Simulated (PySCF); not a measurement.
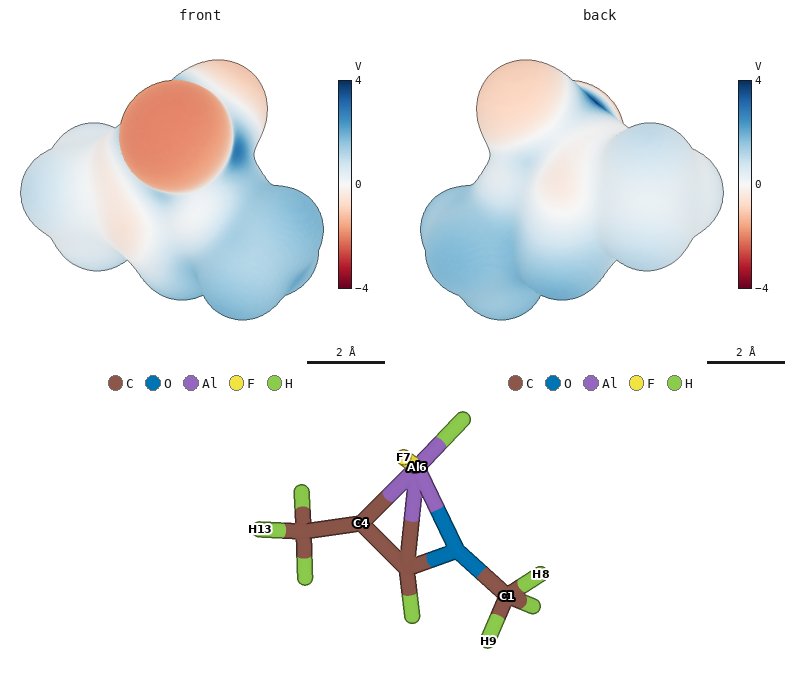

*C$_{4}$H$_{8}$AlFO. The molecular electrostatic potential painted on the density surface at 0.004 e/bohr³, seen from the front and from behind; the colour scale runs from red (negative) to blue (positive). The bare structure is drawn below in the same view.*

Geometry: GFN2-xTB.

Computed with B3LYP/def2-SVPD, SCF density, gas phase (PySCF).

The calculation's input:

```
{"job": {"kind": "uv", "xc": "B3LYP", "basis": "def2-SVPD", "nstates": 8, "ntriplets": 3}, "charge": 0, "multiplicity": 1}
C      2.215122     0.473196     0.969146
O      0.916616     0.609714     0.446857
C      0.141639    -0.579517     0.289238
C     -1.079058    -0.328522    -0.173455
C     -2.067361    -1.424511    -0.421320
Al    -0.520485     1.616178    -0.334583
F     -0.936097     2.781952     0.763255
H      2.646124     1.470691     1.029432
H      2.186320     0.032784     1.970460
H      2.832913    -0.149195     0.314405
H      0.647047    -1.495968     0.568698
H     -1.646836    -2.405115    -0.193766
H     -2.952708    -1.268238     0.192299
H     -2.385325    -1.407951    -1.462179
H     -0.002327     2.082492    -1.692640
```

Launched as:

```sh
OMP_NUM_THREADS=1 python probes_run.py task.json out
```

> Which sites attract a positive test charge, and which a negative one?

A positive charge is drawn to the negative regions and a negative charge to the positive ones. The most negative region (about −2.0 V) lies over F7, the most positive (about +3.7 V) over Al6.

> How polar is the molecule by this calculation?

Its dipole moment is 4.48 D.
